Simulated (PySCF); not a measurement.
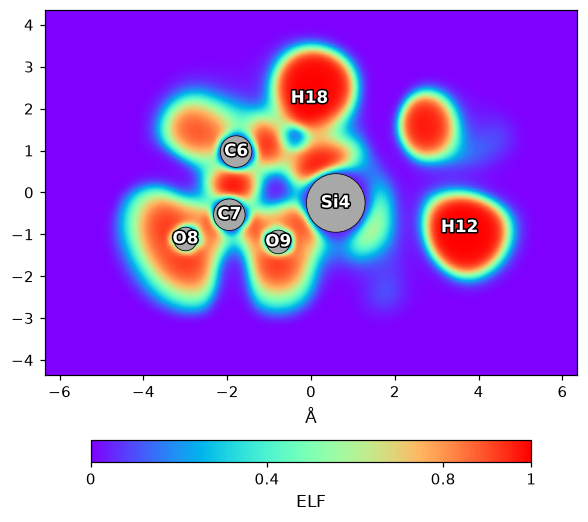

Figure. C5H11NO2Si. ELF on the plane of atoms C6, C7 and O8. Grey discs cover the atomic cores.

Geometry: GFN2-xTB.

The calculation used PBE0/pcSseg-1, SCF density, gas phase, non-relativistic (PySCF).

```yaml
atoms:
  - { symbol: N, position_ang: [-2.5855, 0.3705, -0.9434] }
  - { symbol: C, position_ang: [-2.5704, -0.1901, 0.3967] }
  - { symbol: C, position_ang: [-1.2568, -0.9228, 0.6471] }
  - { symbol: Si, position_ang: [0.2371, 0.2360, 0.6173] }
  - { symbol: C, position_ang: [1.2071, 0.4327, -1.0127] }
  - { symbol: C, position_ang: [2.6480, 0.2513, -0.5439] }
  - { symbol: C, position_ang: [2.6729, -0.5246, 0.7588] }
  - { symbol: O, position_ang: [3.6336, -1.0716, 1.2141] }
  - { symbol: O, position_ang: [1.4955, -0.5188, 1.3912] }
  - { symbol: H, position_ang: [-3.4830, 0.8021, -1.1364] }
  - { symbol: H, position_ang: [-1.8716, 1.0857, -1.0306] }
  - { symbol: H, position_ang: [-2.7148, 0.5680, 1.1849] }
  - { symbol: H, position_ang: [-3.4028, -0.8975, 0.4587] }
  - { symbol: H, position_ang: [-1.3109, -1.4161, 1.6175] }
  - { symbol: H, position_ang: [-1.1558, -1.7045, -0.1071] }
  - { symbol: H, position_ang: [0.0376, 1.5084, 1.3211] }
  - { symbol: H, position_ang: [0.9421, -0.3498, -1.7244] }
  - { symbol: H, position_ang: [1.0805, 1.3828, -1.5259] }
  - { symbol: H, position_ang: [3.1039, 1.2183, -0.3160] }
  - { symbol: H, position_ang: [3.2881, -0.2493, -1.2700] }
```

Interpret the plot.

Answer. The section cuts through Si, C, O and H sites. C–O (1.20 Å): the ELF peaks at about 0.85 between the atoms; a short, multiple covalent bond. C–C (1.52 Å): the ELF peaks at about 0.95 between the atoms; a shared electron pair. Si–O (1.66 Å): the ELF peaks at about 0.90 between the atoms (a shared but strongly polarised pair). C–O (1.34 Å): the ELF peaks at about 0.85 between the atoms; a polar covalent bond. The ELF also peaks beside O9 and O8, away from the bonds: lone-pair regions.
